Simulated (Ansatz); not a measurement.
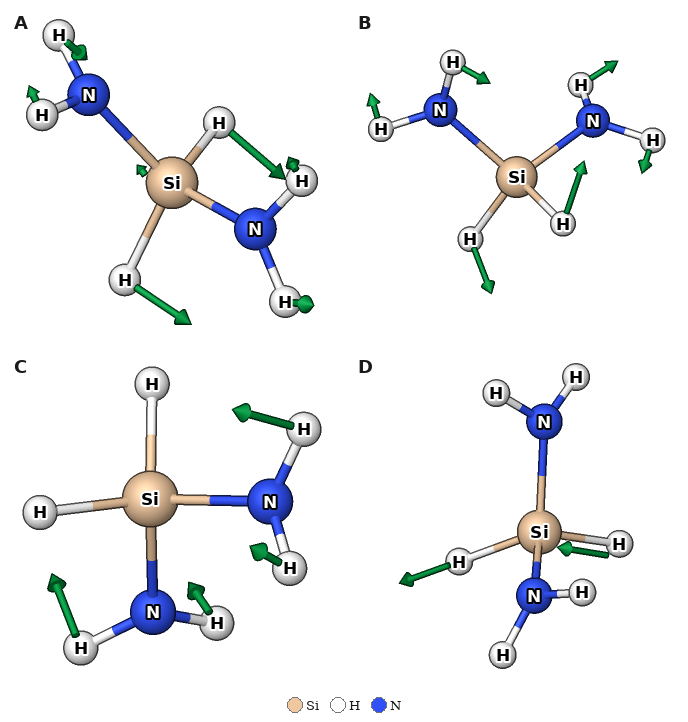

4 normal modes of one molecule or complex, as arrows. Harmonic vibrations computed with RKS PBE0-D4/def2-TZVP (Ansatz 0.2.0) at a stationary point of the same level.

**Match the panels to the wavenumbers 334 cm⁻¹, 599 cm⁻¹, 981 cm⁻¹, 2175 cm⁻¹.**

A: 981 cm⁻¹
B: 599 cm⁻¹, angle bending
C: 334 cm⁻¹
D: 2175 cm⁻¹, out-of-phase stretching of 2 Si–H bonds
